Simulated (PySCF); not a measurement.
Frequency calculation, with input and output: RuH7

System: RuH7, multiplicity 2.
Method: UKS-based PBE0, Ru def2-TZVP with ECP28, H def2-TZVP; non-relativistic Hamiltonian with a scalar-relativistic core potential; density fitting (PySCF 2.14.0).

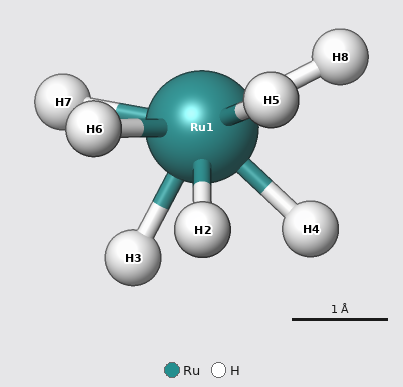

**Figure 1.** The structure (ball-and-stick view, seen at a tilt; atoms are numbered from 1 in the order of the input). Sticks mark near contacts. Bond lengths as drawn: H–Ru 1.56 to 1.66 Å.

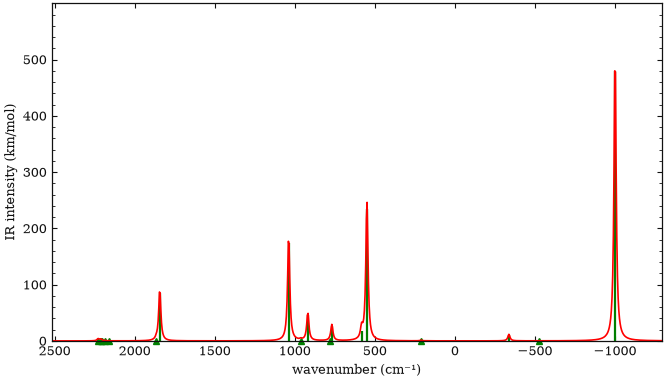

**Figure 2.** Harmonic infrared spectrum, unscaled: sticks (degenerate modes added up, dark ones marked on the axis) with a Lorentzian envelope of 16 cm⁻¹ full width, scaled to the tallest stick; imaginary modes are drawn at negative wavenumbers. 18 modes from 1001i to 2228 cm⁻¹, 3 imaginary beyond 8i (1001i, 528i, 338i cm⁻¹): not a minimum. The strongest line is at 1001i cm⁻¹ (480 km/mol).

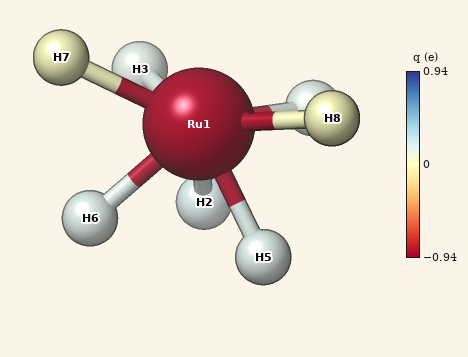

**Figure 3.** Mulliken charges, as the colour of each atom (ball-and-stick view, seen at a tilt; atoms are numbered from 1 in the order of the input). By element: Ru −0.90 and H +0.01 to +0.21 e.

These pictures come from the run below.

## Input file
```python
from pyscf import gto, scf, dft
mol = gto.M(atom='''
Ru     0.000000     0.000000    -0.031633
H      0.000000     0.000000     1.530012
H      0.957172     0.962588     0.755684
H     -0.957172     0.962588     0.755684
H     -0.957172    -0.962588     0.755684
H      0.957172    -0.962588     0.755684
H      1.496053     0.000000    -0.759757
H     -1.496053     0.000000    -0.759757''',
    basis={'Ru': 'def2-TZVP', 'H': 'def2-TZVP'},
    ecp={'Ru': 'def2-TZVP'},
    charge=0, spin=1)
mf = dft.UKS(mol, xc='PBE0')
mf.grids.atom_grid = (75, 302)
aux = {'Ru': 'def2-universal-JKFIT', 'H': 'def2-universal-JKFIT'}
mf = mf.density_fit(auxbasis=aux)
mf.conv_tol = 1e-09
mf.diis_space = 10
mf.max_cycle = 60
mf.verbose = 4
mf.kernel()
```

The script is an equivalent of the set-up of the self-consistent field. The run itself was carried out by a driver, which started from the orbitals of the step before it where there was one and computed the further properties.

Launched with:
```bash
OMP_NUM_THREADS=2 python axn.py task.json out
```

## Output
```
init E= -98.9388109170309
  alpha nocc = 12  HOMO = -0.22956796293743  LUMO = -0.114821163668807
  beta  nocc = 11  HOMO = -0.3212136048103  LUMO = -0.119497228009544
  HOMO = -0.229567962937  LUMO = -0.11949722801  gap/eV = 2.99518
cycle= 1 E= -98.938810917026  delta_E= 4.95e-12  |g|= 3.91e-06  |ddm|= 2.88e-06
  alpha nocc = 12  HOMO = -0.229569052097252  LUMO = -0.114822271179972
  beta  nocc = 11  HOMO = -0.321214193663983  LUMO = -0.119498363182161
  HOMO = -0.229569052097  LUMO = -0.119498363182  gap/eV = 2.99518
Extra cycle  E= -98.938810916978  delta_E= 4.8e-11  |g|= 1.21e-05  |ddm|= 8.08e-06
converged SCF energy = -98.938810916978  <S^2> = 0.75630681  2S+1 = 2.0062969
```

## Key numbers

- outcome: converged
- total energy: −98.938811 hartree
- ⟨S²⟩: 0.756
- zero-point energy: 0.046724 hartree
- dipole moment: 1.21 D
- wavenumbers, lowest and highest: 1001i and 2228 cm⁻¹
- hardware: 2 threads of Arm Neoverse V1, 24 GiB of memory available, shared host
- wall time: 1.9 min (CPU time 3.3 min)
- peak memory: 1.5 GiB
